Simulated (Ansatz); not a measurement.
# ClGeHNSb (SMILES [Cl][Sb]1[NH+]=[Ge-]1): what the fields show

```csv
atom,x (Å),y (Å),z (Å)
Cl,-0.4122,0.0239,2.7566
Ge,-3.4218,2.3779,2.8293
N,-2.5111,2.3150,1.2697
Sb,-0.7265,2.4138,2.3775
H,-2.6752,2.0932,0.2889
```

Geometry: B3LYP-D3(BJ)/def2-SVP; core potentials replace the inner electrons of Sb.

These are results of isolated molecule in a Gaussian basis; Kohn-Sham density functional theory, functional PBE0 (Ansatz 0.2.0), not measurements.

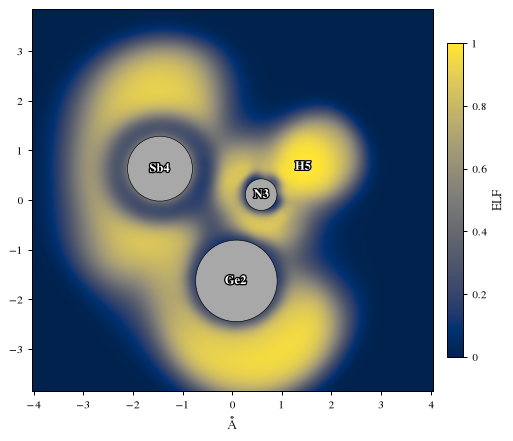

Figure 1. ELF on the plane of atoms N3, Ge2 and Sb4. Grey discs cover the atomic cores.

> What do the fields say about this system?

The plane passes through Ge, N, Sb and H nuclei.
Ge–N (1.81 Å): the ELF peaks at about 0.85 in the valence shell of N, 0.6 Å from its nucleus, and is about 0.35 at the midpoint.
Sb–N (2.10 Å): the ELF peaks at about 0.85 in the valence shell of N, 0.6 Å from its nucleus, and drops to about 0.15 between the two atoms.
Ge–Sb (2.73 Å): the ELF is about 0.40 at the midpoint.
N–H (1.02 Å): the ELF climbs to about 1 towards the hydrogen, as it does in any bond to H (an ordinary covalent bond to hydrogen).
The ELF also peaks beside Sb4, away from the bonds: lone-pair regions.

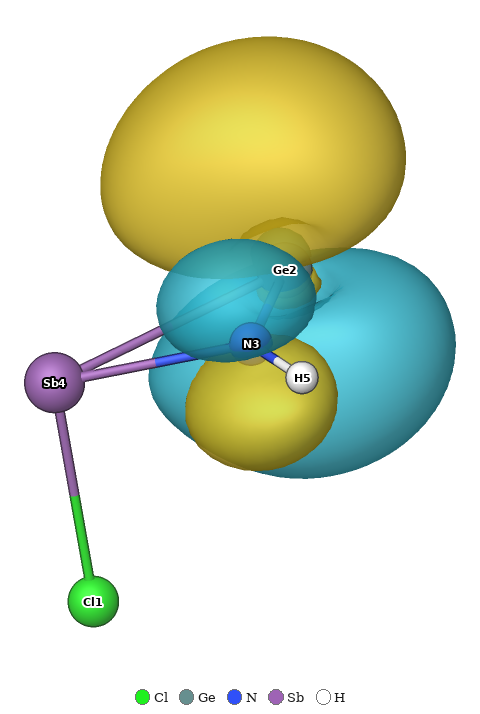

Figure 2. The LUMO at ±0.1 Å⁻³ᐟ² (yellow and cyan are the two phases), seen at an oblique angle.

> Where does this orbital lie, and at what energy?

Its weight (Hirshfeld) is mainly on Ge2 (about 75 %) and N3 (about 15 %). Its energy is −2.31 eV.

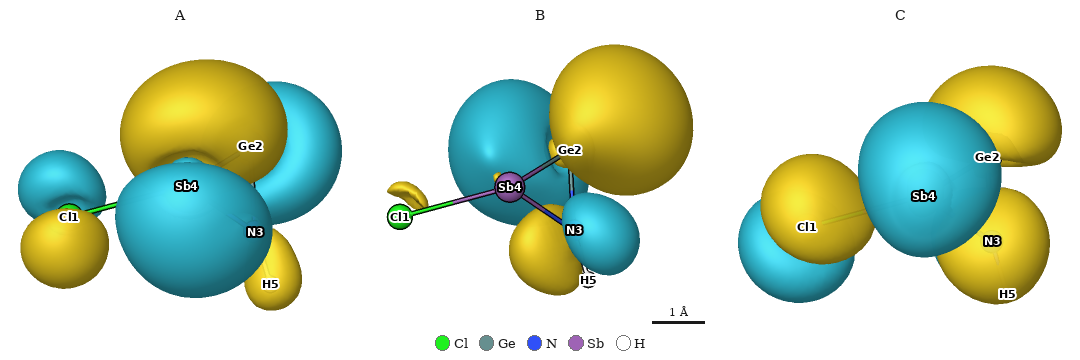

Figure 3. Three frontier orbitals at ±0.08 Å⁻³ᐟ² (yellow and cyan are the two phases), in no order.

> Which picture is the HOMO−1, the HOMO and the LUMO?

C is the HOMO−1 (−7.98 eV). By Hirshfeld shares it lies mainly on Cl1 (about 30 %), Sb4 (about 25 %), N3 (about 25 %) and Ge2 (about 20 %). A is the HOMO (−6.06 eV). By Hirshfeld shares it lies mainly on Sb4 (about 50 %), Ge2 (about 35 %) and Cl1 (about 10 %). B is the LUMO (−2.31 eV). It lies mainly on Ge2 (about 75 %) and N3 (about 15 %).

> What is the HOMO–LUMO gap?

3.75 eV between the orbital energies.
